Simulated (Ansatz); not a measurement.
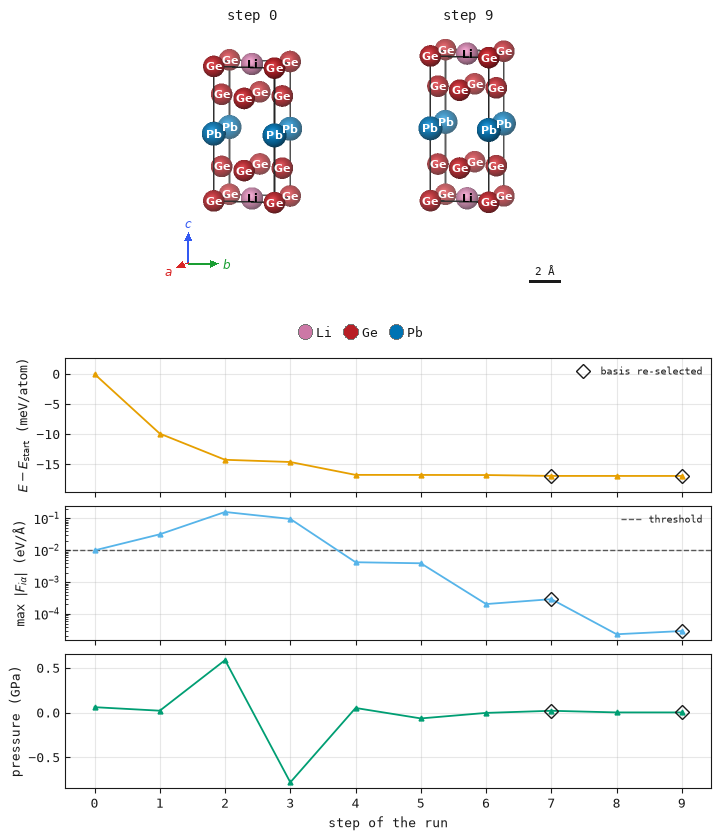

First and last geometry of a relaxation of solid LiGe5Pb (built on the ZnPd5Se type), with the history of the run. A spheres-only model of the cell of the calculation, seen slightly off an axis.

Case: ZnPd5Se type (P4/mmm, No. 123).

Computed with DFT PBE, scalar-relativistic, plane waves, PAW in Ansatz. (plane-wave cutoff 420 eV; k-point mesh 10 × 10 × 4; occupations gaussian; smearing width 0.1 eV; no spin polarisation; cell and atoms relaxed; force threshold 0.01 eV/Å; at most 80 steps)

Question: Read the history and describe the run.

Answer: It converged. The energy falls by 16.9 meV per atom in 7 accepted moves (9 points after the start). The largest force component goes from 0.0099 to under 0.0001 eV/Å. The pressure goes from 0.06 to 0.00 GPa. The SCF was repeated twice at an unchanged geometry on a basis and grid sized afresh for the cell, which shifted the energy by 0.1 meV per atom at most. The largest moves relative to the cell, 0.008 Å, are those of Ge atoms. Pb and Li stay in place. The volume changes by −0.3 %, with a = b 4.110 → 3.956 Å (−3.8 %), c 8.875 → 9.550 Å (+7.6 %). Among the contacts that change: Ge–Li 2.906 → 2.797 Å, Ge–Pb 3.145 → 3.243 Å, Ge–Li 2.908 → 2.962 Å. Bond angles that change, for instance: Pb–Ge–Pb 81.6° → 75.2°, Li–Ge–Li 90.0° → 83.8°, Li–Ge–Pb 122.4° → 126.2°. The space group stays P4/mmm (No. 123). The run took 78 s on 1 thread of AMD EPYC 9R45 96-Core Processor (Zen 5) (shared host), peak memory 0.72 GiB.
